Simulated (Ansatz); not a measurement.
C$_{8}$H$_{6}$BF$_{3}$Se

Input file:

```
crystal:
  periodic: [false, false, false]
  atoms:
    - symbol: C
      position_ang: [-4.546909, -1.442503, -0.626607]
    - symbol: C
      position_ang: [-3.417616, -1.614798, 0.375995]
    - symbol: C
      position_ang: [-2.140035, -1.116364, -0.096002]
    - symbol: C
      position_ang: [-1.060122, -0.696355, -0.492044]
    - symbol: C
      position_ang: [1.582945, -0.193862, -0.243555]
    - symbol: C
      position_ang: [2.782145, 0.288352, -0.720408]
    - symbol: C
      position_ang: [2.994574, 0.888899, -1.999348]
    - symbol: C
      position_ang: [2.037664, 1.081000, -2.956019]
    - symbol: B
      position_ang: [0.268030, -0.169529, -1.003010]
    - symbol: F
      position_ang: [-5.692256, -1.926666, -0.114025]
    - symbol: F
      position_ang: [-4.301513, -2.099587, -1.767606]
    - symbol: F
      position_ang: [-4.748950, -0.153579, -0.929360]
    - symbol: Se
      position_ang: [0.251201, 0.599560, -2.795428]
    - symbol: H
      position_ang: [-3.725440, -1.098558, 1.301959]
    - symbol: H
      position_ang: [-3.358068, -2.691033, 0.614450]
    - symbol: H
      position_ang: [1.598586, -0.625359, 0.765076]
    - symbol: H
      position_ang: [3.669636, 0.216303, -0.079192]
    - symbol: H
      position_ang: [4.010300, 1.225060, -2.236016]
    - symbol: H
      position_ang: [2.289627, 1.551204, -3.911491]
basis:
  gaussian:
    orbitals: def2-SVPD
hamiltonian:
  xc: pbe0
output: {forces: true, orbitals: {seedname: orbitals}}
```

Launched as:

```sh
ansatz run input.yaml --threads 8 --pin off --max-ram 13920MiB --events-out events.jsonl --progress --plain --runs-dir runs
```

Geometry: r2SCAN-D4/def2-SVP.

These are results of Ansatz, isolated molecule in a Gaussian basis; Kohn-Sham density functional theory, functional PBE0, not measurements.

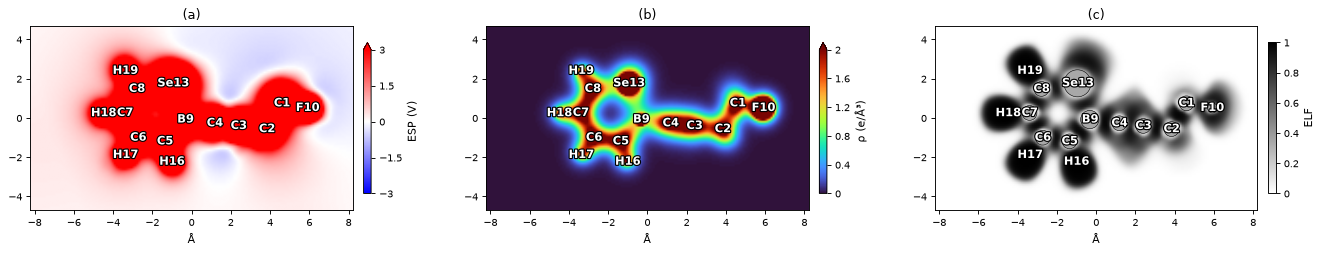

Figure 1. (a) molecular electrostatic potential; (b) total electron density; (c) ELF on the plane of atoms C7, C6 and H17. Grey discs cover the atomic cores in the ELF map.

Q: Read the bonding off the picture.

A:
- Atoms in the plane: C, B, F, Se and H.
- C–C (1.22 Å): ρ is about 2.6 e/Å³ halfway; the ELF peaks at about 0.85 between the atoms: a short, multiple covalent bond.
- C–F (1.34 Å): the density is about 2.3 e/Å³ at the midpoint, with its minimum of 1.8 e/Å³ about 0.5 Å from C; the ELF peaks at about 0.85 between the atoms; a shared but strongly polarised pair.
- C–B (1.52 Å): ρ at the midpoint is about 1.5 e/Å³; the ELF peaks at about 0.95 between the atoms: a covalent bond.
- C–Se (1.86 Å): the density is about 1.2 e/Å³ at the midpoint; the ELF peaks at about 0.90 between the atoms; a covalent bond.
- B–Se (1.95 Å): ρ is about 1 e/Å³ halfway, with its minimum of 0.88 e/Å³ about 0.6 Å from B; the ELF peaks at about 0.90 between the atoms (a covalent bond).
- The ELF also peaks beside F10 and Se13, away from the bonds: lone-pair regions.
- Outside the dense part of the molecule the potential is most negative (−0.6 V) near C4.

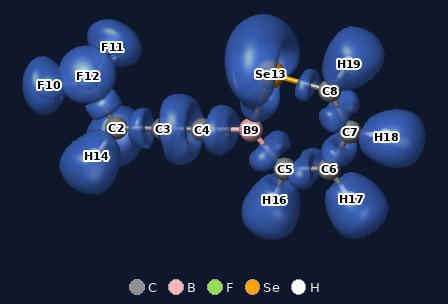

Figure 2. Isosurface of the electron localisation function at 0.75 (blue), seen at a tilt. Only the valence region is drawn (cores and ρ < 0.01 e/Å³ removed).

Q: Describe the localisation domains.

A: The ELF exceeds this value in two regions between bonded B–C atoms (shared pairs), six regions between bonded C–C atoms (shared pairs), one region between bonded C–Se atoms (shared pairs), six regions around hydrogen nuclei, three regions on F in which the atom's valence shell and bonds are merged and one region on Se in which the atom's valence shell and bonds are merged.

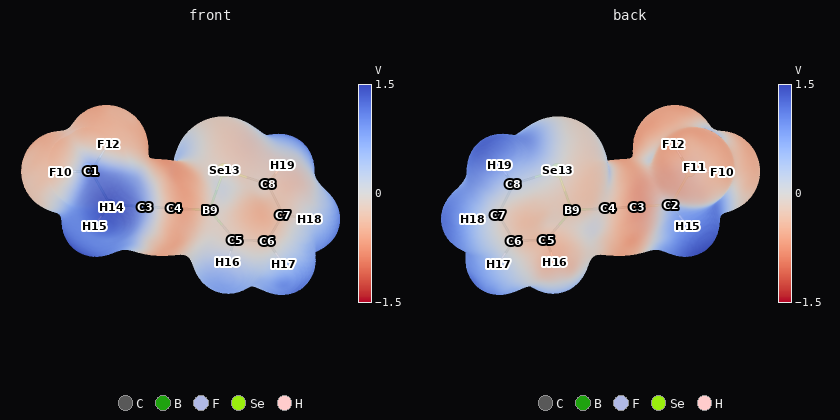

Figure 3. The molecular electrostatic potential painted on the density surface at 0.002 e/bohr³, seen from the front and from behind; the colour scale runs from red (negative) to blue (positive).

Q: Where is the surface potential most negative and most positive?

A: The most negative region (about −0.7 V) lies over C3 and C4, the most positive (about +1.4 V) over H14 and H15.

Q: How polar is the molecule by this calculation?

A: Its dipole moment is 2.95 D.
